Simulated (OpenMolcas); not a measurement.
# Run report: Mn⁴⁺ complex, multiconfigurational calculation

Mn⁴⁺ with 4 ligands (Cl; tetrahedron, 2.15 Å), with no charges around it. Computed at this level: state-averaged CASSCF, active space 3 electrons in the shell 3d, basis ANO-RCC-VDZP on the metal and ANO-RCC-VDZP on the ligands, DKH2 scalar Hamiltonian, spin-orbit coupling by RASSI with atomic mean-field integrals (OpenMolcas).

### Results in brief

- outcome: converged
- energy of the lowest spin-free term: −3000.97977 hartree
- energy of the lowest spin-orbit level: −3000.98060 hartree
- largest spread among components of a term: 0.0 cm⁻¹
- hardware: 1 thread of Arm Neoverse V2, 24 GiB of memory available, shared host
- wall time: 26 s

### Notes

Without dynamic correlation the splittings between terms come out too large, often by 20 to 50 %. Limits: covalent bonds, ligand orbitals missing from the active space; distances are set from ionic radii, not optimised.

### Input file
```
&GATEWAY
Coord
5

Mn 0.0 0.0 0.0
Cl 1.241303 1.241303 1.241303
Cl 1.241303 -1.241303 -1.241303
Cl -1.241303 1.241303 -1.241303
Cl -1.241303 -1.241303 1.241303
Basis=Mn.ANO-RCC-VDZP,Cl.ANO-RCC-VDZP
Group=NoSym
NoMove
AngMom=0.0 0.0 0.0
AMFI
RICD
&SEWARD
&RASSCF
FileOrb=start.orb
Symmetry=1
Spin=4
nActEl=3 0 0
Inactive=45
Ras2=5
CIRoot=10 10 1
SDav=10
CIMx=300
Iter=150 100
PrWF=0.3
OrbListing=Nothing
MaxOrb=0
LevShft=1.0
>>> COPY $Project.JobIph JOB001
&RASSCF
FileOrb=start.orb
Symmetry=1
Spin=2
nActEl=3 0 0
Inactive=45
Ras2=5
CIRoot=40 40 1
SDav=40
CIMx=300
Iter=150 100
PrWF=0.3
OrbListing=Nothing
MaxOrb=0
LevShft=1.0
>>> COPY $Project.JobIph JOB002
&RASSI
NrOfJobIphs=2 10 40
1 2 3 4 5 6 7 8 9 10
1 2 3 4 5 6 7 8 9 10 11 12 13 14 15 16 17 18 19 20 21 22 23 24 25 26 27
28 29 30 31 32 33 34 35 36 37 38 39 40
IphNames
JOB001
JOB002
EJob
SpinOrbit
DIPRint=1.0
SOCoupling=1000.0
Subsets=2
Property=9
'ANGMOM' 1 'ANGMOM' 2 'ANGMOM' 3 'MLTPL  1' 1 'MLTPL  1' 2 'MLTPL  1' 3
'AMFI' 1 'AMFI' 2 'AMFI' 3
SOProperty=3
'ANGMOM' 1 'ANGMOM' 2 'ANGMOM' 3
```

The file start.orb holds starting orbitals from an earlier step. A driver script formed the levels outside the program, from RASSI's spin-orbit matrix and the active-space energies, averaged over the components of each term or state.

Run as:
```bash
OMP_NUM_THREADS=1 MOLCAS_MEM=2457 MOLCAS_PROJECT=a pymolcas a.inp > a.log  # once for each step of the input, in one work folder
```

### Output (extracts)
```
--- SEWARD ---
Basis set label: MN.ANO-RCC...5S4P2D1F.

      Electronic valence basis set:
      ------------------
      Associated Effective Charge  25.000000 au
      Associated Actual Charge     25.000000 au
      Nuclear Model: Point charge

      Shell  nPrim  nBasis  Cartesian Spherical Contaminant
         s      21       5        X
         p      15       4        X
         d      10       2                 X
         f       6       1                 X
                  Relativistic Douglas-Kroll-Hess integrals:
                    - DKH order of Hamiltonian: 2
                    - DKH order of Properties : 0
                  Atomic mean-field integrals
--- RASSCF ---
Wave function specifications:
      -----------------------------

      Number of closed shell electrons          90
      Number of electrons in active shells       3
      Max number of holes in RAS1 space          0
      Max nr of electrons in RAS3 space          0
      Number of inactive orbitals               45
      Number of active orbitals                  5
      Number of secondary orbitals              56
      Spin quantum number                      1.5
      State symmetry                             1
Orbital specifications:
      -----------------------

      Symmetry species                           1
                                                 a
      Frozen orbitals                            0
      Inactive orbitals                         45
      Active orbitals                            5
      RAS1 orbitals                              0
      RAS2 orbitals                              5
      RAS3 orbitals                              0
      Secondary orbitals                        56
      Deleted orbitals                           0
      Number of basis functions                106
      Number of CSFs                            10
      Number of root(s) required                10
      Iter CI   SX   CI       RASSCF       Energy    max ROT     max BLB   max BLB  Level Ln srch  Step   QN
          iter iter root      energy       change     param      element    value   shift minimum  type update
 Nr of preliminary CI iterations:   1
      Total energies have been shifted. Add                -2000.00 au
        1   1    9    0  -999.45854432    0.00E+00  -1.10E-01*   7  68 1 -5.19E-01*  1.77   0.00    SX    NO
        2   1    9    0 -1000.31389826   -8.55E-01* -5.19E-02   32  47 1  9.07E-02*  1.38   0.00    SX    NO
        3   1   10    0 -1000.67992977   -3.66E-01* -4.96E-02    8  69 1  8.54E-02*  1.08   0.00    SX    NO
        4   1   10    0 -1000.84279458   -1.63E-01*  3.07E-02    9  70 1  8.21E-02*  0.86   0.00    SX    NO
        5   1   11    0 -1000.89788254   -5.51E-02*  2.10E-02    7  68 1  4.09E-02*  0.77   1.85    LS   YES
        6   1   11    0 -1000.91324689   -1.54E-02* -2.80E-02   48  57 1 -2.69E-02*  0.70   1.25    QN   YES
        7   1   10    0 -1000.92489568   -1.16E-02*  1.19E-02    9  70 1 -3.14E-02*  0.73   1.39    QN   YES
        8   1   10    0 -1000.92875074   -3.86E-03* -4.22E-03   39  98 1 -5.13E-03*  0.72   1.34    QN   YES
        9   1    9    0 -1000.92963610   -8.85E-04*  2.30E-03   12  71 1 -2.55E-03*  0.72   1.46    QN   YES
       10   1    9    0 -1000.92994599   -3.10E-04* -2.58E-03    9  70 1  2.81E-03*  0.72   1.53    QN   YES
       11   1    8    0 -1000.93007807   -1.32E-04* -2.31E-03   18  48 1  1.05E-03*  0.72   1.56    QN   YES
       12   1    8    0 -1000.93014386   -6.58E-05*  1.68E-03   12  71 1  8.49E-04*  0.72   1.59    QN   YES
       13   1    8    0 -1000.93017517   -3.13E-05*  6.12E-04    9  70 1 -7.77E-04*  0.72   1.43    QN   YES
       14   1    7    0 -1000.93018404   -8.87E-06*  2.88E-04    9  70 1 -3.84E-04*  0.72   1.33    QN   YES
       15   1    7    0 -1000.93018565   -1.61E-06* -1.33E-04   39  98 1 -9.71E-05   0.72   1.29    QN   YES
       16   1    6    0 -1000.93018591   -2.61E-07* -4.16E-05    9  70 1  4.23E-05   0.72   1.34    QN   YES
       17   1    6    0 -1000.93018596   -4.95E-08* -1.41E-05    7  68 1  2.85E-05   0.72   1.29    QN   YES
       18   1    5    0 -1000.93018597   -6.94E-09   4.89E-06   39  98 1  7.23E-06   0.72   1.24    QN   YES
      Convergence after 18 iterations
       19   1    5    0 -1000.93018597   -7.38E-10   4.89E-06   12  71 1  2.23E-06   0.72   1.24    QN   YES
      Natural orbitals and occupation numbers for root  1
      sym 1:   0.014112   0.014112   1.000000   0.985888   0.985888
      Natural orbitals and occupation numbers for root  2
      sym 1:   0.041779   0.958221   0.958221   0.041779   1.000000
      Natural orbitals and occupation numbers for root  3
      sym 1:   0.010022   0.010022   0.989978   0.989978   1.000000
::    RASSCF root number  1 Total energy:  -3000.97976657
::    RASSCF root number  2 Total energy:  -3000.97976657
::    RASSCF root number  3 Total energy:  -3000.97976657
::    RASSCF root number  4 Total energy:  -3000.93961352
::    RASSCF root number  5 Total energy:  -3000.93961352
::    RASSCF root number  6 Total energy:  -3000.93961352
::    RASSCF root number  7 Total energy:  -3000.88853768
::    RASSCF root number  8 Total energy:  -3000.88506058
::    RASSCF root number  9 Total energy:  -3000.88506058
::    RASSCF root number 10 Total energy:  -3000.88506058
--- RASSCF ---
Wave function specifications:
      -----------------------------

      Number of closed shell electrons          90
      Number of electrons in active shells       3
      Max number of holes in RAS1 space          0
      Max nr of electrons in RAS3 space          0
      Number of inactive orbitals               45
      Number of active orbitals                  5
      Number of secondary orbitals              56
      Spin quantum number                      0.5
      State symmetry                             1
Orbital specifications:
      -----------------------

      Symmetry species                           1
                                                 a
      Frozen orbitals                            0
      Inactive orbitals                         45
      Active orbitals                            5
      RAS1 orbitals                              0
      RAS2 orbitals                              5
      RAS3 orbitals                              0
      Secondary orbitals                        56
      Deleted orbitals                           0
      Number of basis functions                106
      Number of CSFs                            40
      Number of root(s) required                40
      Iter CI   SX   CI       RASSCF       Energy    max ROT     max BLB   max BLB  Level Ln srch  Step   QN
          iter iter root      energy       change     param      element    value   shift minimum  type update
 Nr of preliminary CI iterations:   1
      Total energies have been shifted. Add                -3000.00 au
        1   1    9    0    -0.84006661    0.00E+00  -1.26E-02   50  59 1 -1.54E-02*  0.78   0.00    SX    NO
        2   1    9    0    -0.84178172   -1.72E-03*  6.22E-03   50  59 1 -7.41E-03*  0.78   0.00    SX    NO
        3   1    9    0    -0.84235540   -5.74E-04*  3.39E-03   50  59 1 -3.99E-03*  0.78   0.00    SX    NO
        4   1    9    0    -0.84258039   -2.25E-04* -1.87E-03   39  50 1 -2.79E-03*  0.78   0.00    SX    NO
        5   1    8    0    -0.84267598   -9.56E-05* -2.75E-03   37  67 1  1.94E-03*  0.78   2.50    LS   YES
        6   1    8    0    -0.84274603   -7.00E-05* -1.15E-03   37  67 1  1.24E-03*  0.78   1.33    QN   YES
        7   1    7    0    -0.84275500   -8.97E-06*  6.11E-04   37  51 1 -4.45E-04*  0.78   1.22    QN   YES
        8   1    7    0    -0.84275729   -2.29E-06*  3.55E-04   35  47 1  3.28E-04*  0.78   1.39    QN   YES
        9   1    7    0    -0.84275854   -1.24E-06*  1.93E-04   37  67 1 -1.89E-04*  0.78   1.22    QN   YES
       10   1    6    0    -0.84275895   -4.16E-07* -2.41E-04   37  67 1 -1.47E-04*  0.78   1.78    QN   YES
       11   1    6    0    -0.84275926   -3.02E-07* -1.73E-04   37  51 1  8.19E-05   0.78   1.47    QN   YES
       12   1    6    0    -0.84275936   -1.06E-07*  7.15E-05   37  51 1  5.06E-05   0.78   1.40    QN   YES
       13   1    5    0    -0.84275939   -2.54E-08* -1.76E-05   37  51 1  2.30E-05   0.78   1.31    QN   YES
       14   1    5    0    -0.84275939   -4.92E-09   9.30E-06   37  67 1  9.69E-06   0.78   1.38    QN   YES
      Convergence after 14 iterations
       15   1    5    0    -0.84275939   -1.18E-09   9.30E-06   37  67 1  3.77E-06   0.78   1.38    QN   YES
      Natural orbitals and occupation numbers for root  1
      sym 1:   0.073072   0.032179   0.040697   1.863420   0.990632
      Natural orbitals and occupation numbers for root  2
      sym 1:   0.024227   0.065119   0.056602   0.990632   1.863420
      Natural orbitals and occupation numbers for root  3
      sym 1:   0.036355   0.969550   0.038221   0.991905   0.963969
::    RASSCF root number  1 Total energy:  -3000.92667741
::    RASSCF root number  2 Total energy:  -3000.92667741
::    RASSCF root number  3 Total energy:  -3000.90940921
::    RASSCF root number  4 Total energy:  -3000.90940921
::    RASSCF root number  5 Total energy:  -3000.90940921
::    RASSCF root number  6 Total energy:  -3000.90000449
::    RASSCF root number  7 Total energy:  -3000.90000449
::    RASSCF root number  8 Total energy:  -3000.90000449
::    RASSCF root number  9 Total energy:  -3000.88614963
::    RASSCF root number 10 Total energy:  -3000.88395629
::    RASSCF root number 11 Total energy:  -3000.88395629
::    RASSCF root number 12 Total energy:  -3000.88395629
::    RASSCF root number 13 Total energy:  -3000.86575754
::    RASSCF root number 14 Total energy:  -3000.86575754
::    RASSCF root number 15 Total energy:  -3000.86575754
::    RASSCF root number 16 Total energy:  -3000.86446740
::    RASSCF root number 17 Total energy:  -3000.86446740
::    RASSCF root number 18 Total energy:  -3000.86446740
::    RASSCF root number 19 Total energy:  -3000.86436289
::    RASSCF root number 20 Total energy:  -3000.86436289
::    RASSCF root number 21 Total energy:  -3000.84305069
::    RASSCF root number 22 Total energy:  -3000.84305069
::    RASSCF root number 23 Total energy:  -3000.84305069
::    RASSCF root number 24 Total energy:  -3000.83804565
::    RASSCF root number 25 Total energy:  -3000.83804565
::    RASSCF root number 26 Total energy:  -3000.83804565
::    RASSCF root number 27 Total energy:  -3000.82768337
::    RASSCF root number 28 Total energy:  -3000.82768337
::    RASSCF root number 29 Total energy:  -3000.81214417
::    RASSCF root number 30 Total energy:  -3000.81118837
--- RASSI ---
SPIN-FREE ENERGIES:
  (Shifted by EMIN (a.u.) =      -3000.9797665706)

 SF State       Relative EMIN(au)   Rel lowest level(eV)    D:o, cm**(-1)

     1             0.0000000000        0.0000000000              0.0000
     2             0.0000000000        0.0000000000              0.0000
     3             0.0000000000        0.0000000000              0.0000
     4             0.0401530505        1.0926201666           8812.5760
     5             0.0401530505        1.0926201666           8812.5760
     6             0.0401530505        1.0926201666           8812.5760
    11             0.0530891639        1.4446297456          11651.7247
    12             0.0530891639        1.4446297456          11651.7247
    13             0.0703573609        1.9145213234          15441.6559
    14             0.0703573609        1.9145213234          15441.6559
    15             0.0703573609        1.9145213234          15441.6559
    16             0.0797620851        2.1704369055          17505.7542
    17             0.0797620851        2.1704369055          17505.7542
    18             0.0797620851        2.1704369055          17505.7542
     7             0.0912288925        2.4824646301          20022.4275
    19             0.0936169452        2.5474468560          20546.5445
     9             0.0947059873        2.5770812012          20785.5617
    10             0.0947059873        2.5770812012          20785.5617
     8             0.0947059873        2.5770812012          20785.5617
    20             0.0958102821        2.6071305926          21027.9263
    21             0.0958102821        2.6071305926          21027.9263
    22             0.0958102821        2.6071305926          21027.9263
    23             0.1140090269        3.1023436657          25022.0891
    24             0.1140090269        3.1023436657          25022.0891
    25             0.1140090269        3.1023436657          25022.0891
    26             0.1152991714        3.1374502859          25305.2431
    27             0.1152991714        3.1374502859          25305.2431
    28             0.1152991714        3.1374502859          25305.2431
    29             0.1154036765        3.1402940152          25328.1794
    30             0.1154036765        3.1402940152          25328.1794
    31             0.1367158847        3.7202287440          30005.6684
    32             0.1367158847        3.7202287440          30005.6684
    33             0.1367158847        3.7202287440          30005.6684
    34             0.1417209220        3.8564227473          31104.1471
    35             0.1417209220        3.8564227473          31104.1471
    36             0.1417209220        3.8564227473          31104.1471
    37             0.1520832031        4.1383947814          33378.4049
    38             0.1520832031        4.1383947814          33378.4049
    39             0.1676224030        4.5612379526          36788.8651
    40             0.1685781980        4.5872464579          36998.6379
Eigenvalues of complex Hamiltonian:
   -----------------------------------
  (Shifted by EMIN (a.u.) =      -3000.9797665706)

 SO State       Relative EMIN(au)   Rel lowest level(eV)    D:o, cm**(-1)

     1            -0.0008348859        0.0000000000              0.0000
     2            -0.0008348859        0.0000000000              0.0000
     3            -0.0008348859        0.0000000001              0.0000
     4            -0.0008348859        0.0000000001              0.0000
     5            -0.0007170596        0.0032062147             25.8599
     6            -0.0007170596        0.0032062147             25.8599
     7             0.0003811486        0.0330899839            266.8887
     8             0.0003811486        0.0330899839            266.8887
     9             0.0003811486        0.0330899838            266.8887
    10             0.0003811486        0.0330899838            266.8887
    11             0.0010821707        0.0521657668            420.7453
    12             0.0010821707        0.0521657668            420.7453
    13             0.0398212761        1.1063105266           8922.9962
    14             0.0398212761        1.1063105266           8922.9962
    15             0.0399058447        1.1086117553           8941.5568
    16             0.0399058447        1.1086117553           8941.5568
    17             0.0399058447        1.1086117553           8941.5568
    18             0.0399058447        1.1086117553           8941.5568
    19             0.0403078326        1.1195504026           9029.7830
    20             0.0403078326        1.1195504026           9029.7830
    21             0.0403668896        1.1211574248           9042.7445
    22             0.0403668896        1.1211574248           9042.7445
    23             0.0403668895        1.1211574248           9042.7445
    24             0.0403668895        1.1211574248           9042.7445
    25             0.0530421307        1.4660683083          11824.6384
    26             0.0530421307        1.4660683083          11824.6384
    27             0.0530421307        1.4660683082          11824.6384
    28             0.0530421307        1.4660683082          11824.6384
    29             0.0700025703        1.9275853814          15547.0246
    30             0.0700025703        1.9275853814          15547.0246
    31             0.0704570336        1.9399519559          15646.7677
    32             0.0704570336        1.9399519558          15646.7677
    33             0.0704570336        1.9399519558          15646.7677
    34             0.0704570336        1.9399519559          15646.7677
    35             0.0791836276        2.1774146765          17562.0337
    36             0.0791836276        2.1774146765          17562.0337
    37             0.0801268391        2.2030807678          17769.0447
    38             0.0801268390        2.2030807678          17769.0447
    39             0.0801268391        2.2030807678          17769.0447
    40             0.0801268391        2.2030807678          17769.0447
    41             0.0912367075        2.5053956904          20207.3790
Weights of the five most important spin-orbit-free states for each spin-orbit state.

 SO State  Total energy (au)           Spin-free states, spin, and weights
 -------------------------------------------------------------------------------------------------------
    1        -0.000835       3 1.5  0.3978    2 1.5  0.3102    1 1.5  0.2890    6 1.5  0.0009    5 1.5  0.0007
    2        -0.000835       3 1.5  0.4031    1 1.5  0.3056    2 1.5  0.2884    6 1.5  0.0010    5 1.5  0.0006
    3        -0.000835       1 1.5  0.3727    2 1.5  0.3429    3 1.5  0.2815    4 1.5  0.0010    5 1.5  0.0006
    4        -0.000835       2 1.5  0.3879    1 1.5  0.3621    3 1.5  0.2470    4 1.5  0.0010   11 0.5  0.0005
    5        -0.000717       1 1.5  0.3332    2 1.5  0.3332    3 1.5  0.3332    4 1.5  0.0001    5 1.5  0.0001
    6        -0.000717       1 1.5  0.3332    2 1.5  0.3332    3 1.5  0.3332    4 1.5  0.0001    5 1.5  0.0001
    7         0.000381       3 1.5  0.5440    2 1.5  0.3392    1 1.5  0.1155    6 1.5  0.0003    5 1.5  0.0003
    8         0.000381       3 1.5  0.5289    2 1.5  0.3595    1 1.5  0.1102    6 1.5  0.0003    5 1.5  0.0003
    9         0.000381       1 1.5  0.5561    2 1.5  0.3056    3 1.5  0.1369    4 1.5  0.0003    5 1.5  0.0003
   10         0.000381       1 1.5  0.5497    2 1.5  0.3272    3 1.5  0.1217    4 1.5  0.0003    5 1.5  0.0003
   11         0.001082       3 1.5  0.3331    2 1.5  0.3331    1 1.5  0.3331   19 0.5  0.0003    4 1.5  0.0001
   12         0.001082       3 1.5  0.3331    2 1.5  0.3331    1 1.5  0.3331   19 0.5  0.0003    4 1.5  0.0001
```

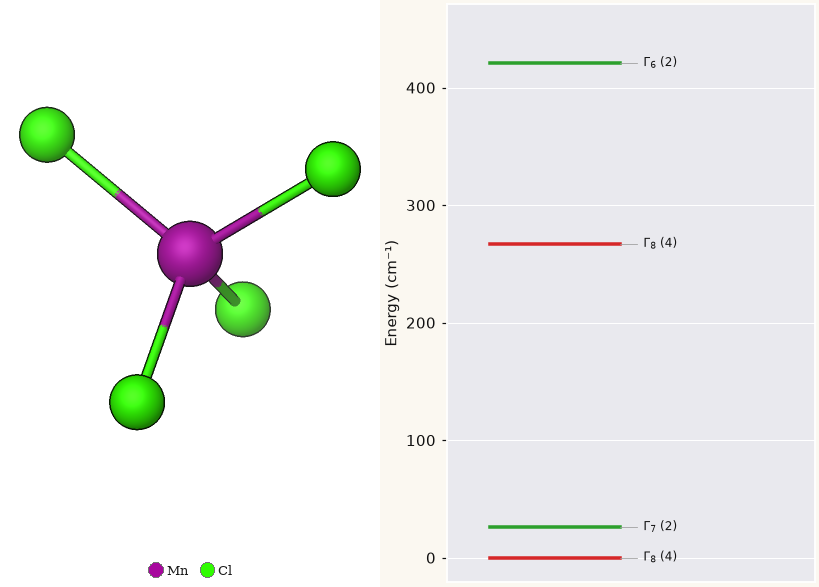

*Mn⁴⁺ (3d³) with 4 ligands, Cl⁻, at 2.15 Å (arrangement: tetrahedron, Td), and its levels. Labels give the representation in O, Td, D4 or D3 as the site allows (double group for half-integer spin) where it could be assigned and, in brackets, the degeneracy; spin-free states, where drawn, share the zero of the spin-orbit levels.*

The ground level is Γ₈, 4-fold degenerate, 100 % from states of spin multiplicity 4. The next level lies at 26 cm⁻¹ (Γ₇). The active orbitals hold 74 to 90 % metal character (Löwdin), and the Mulliken charge of the metal is +0.89.
